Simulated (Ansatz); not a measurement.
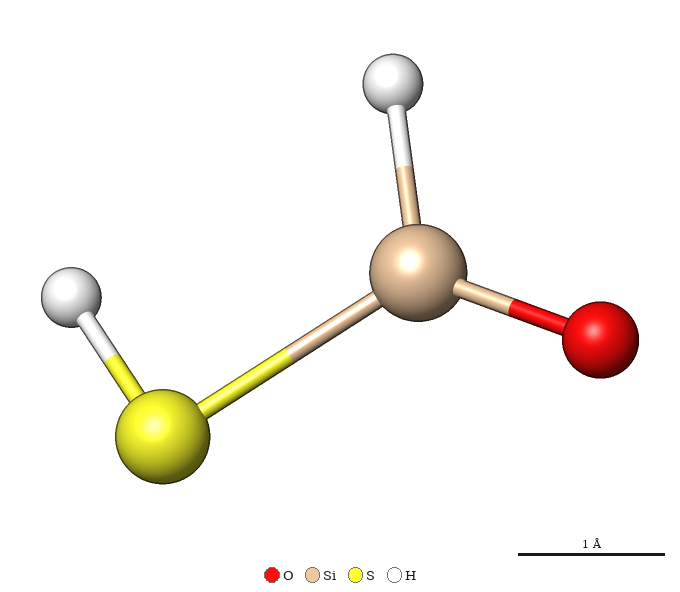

Which formula does it have?

H2OSSi, 5 atoms: 2 hydrogen, 1 oxygen, 1 sulfur and 1 silicon.

How many sets of symmetry-equivalent atoms are there?

5: 1 O, 1 Si, 1 S, 1 H, 1 H.

Count the bonded pairs by element.

1 O–Si, 1 S–Si, 1 S–H, 1 Si–H. Sticks follow a distance rule.

The parts below concern this one geometry. Atoms keep their numbers from picture to picture. The computed structure is the end point of a PBE0-D4/def2-TZVP optimisation. No frequency run is at hand to confirm it as a minimum.

Shape

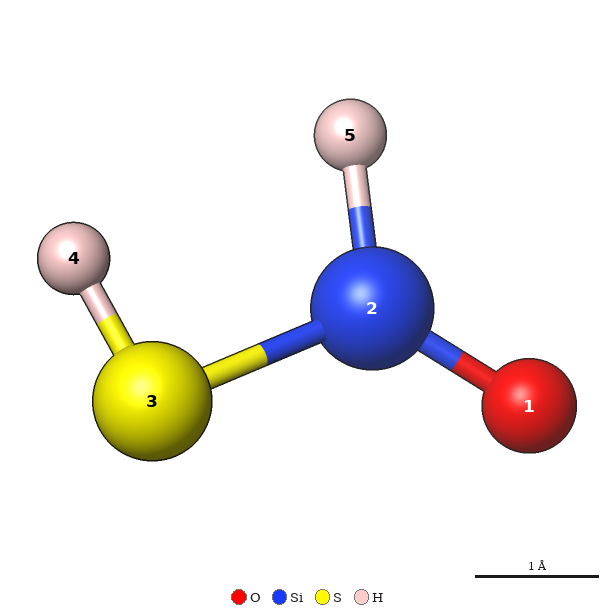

Numbered structure. No frequency run is at hand to confirm it as a minimum.

Give these bond angles: O1–Si2–S3, O1–Si2–H5, S3–Si2–H5, Si2–S3–H4.

```
    angle  degrees
O1–Si2–S3    124.3
O1–Si2–H5    125.8
S3–Si2–H5    109.9
Si2–S3–H4     92.6
```

Electronic properties

No frequency run is at hand to confirm it as a minimum. Level of theory: RKS PBE0-D4/def2-TZVPP (Ansatz 0.2.0).

Predict the main results.

- HOMO energy (Kohn–Sham orbital): −8.32 eV
- LUMO energy (Kohn–Sham orbital): −1.66 eV
- HOMO–LUMO gap: 6.66 eV

Dipole moment

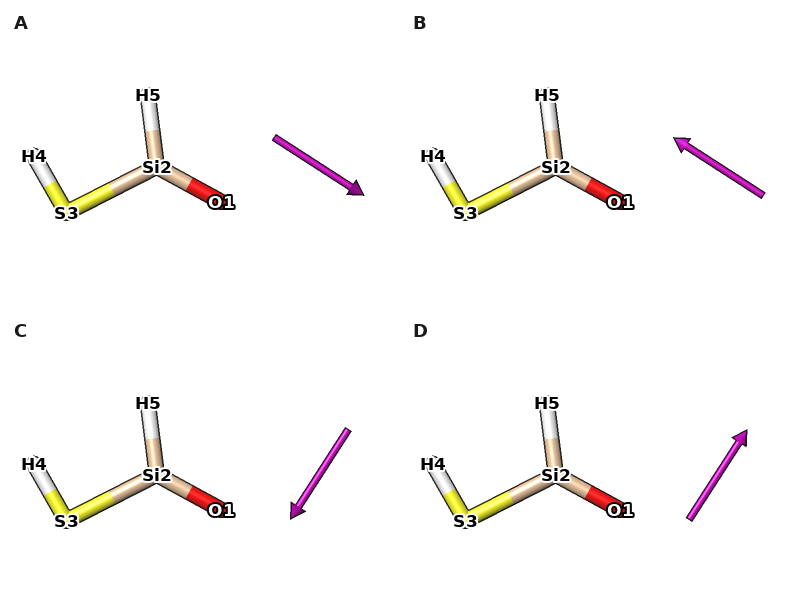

The same molecule four times, each with an arrow. No frequency run is at hand to confirm it as a minimum. Level of theory: RKS PBE0-D4/def2-TZVP (Ansatz 0.2.0).

Which arrow points along the dipole moment, from the negative to the positive end?

B. The dipole moment is 4.48 D; it points from the side of O1 to the side of H4 (the outermost atoms at the two ends).

Charges

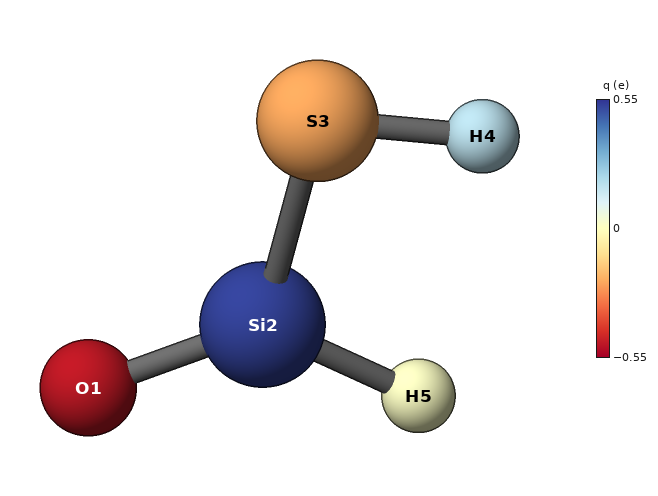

Atoms are coloured by their Mulliken charges. No frequency run is at hand to confirm it as a minimum. Method: RKS PBE0-D4/def2-TZVP (Ansatz 0.2.0).

Which atom carries the highest charge (most positive or least negative)?

Si2 (0.52 e).

And the lowest?

O1 (−0.49 e).

List the Mulliken charges.

| atom | value (e) |
| --- | --- |
| O1 | −0.49 |
| Si2 | 0.52 |
| S3 | −0.22 |
| H4 | 0.18 |
| H5 | 0.01 |

Mulliken values depend strongly on the basis set and can even reverse the polarity of a bond.
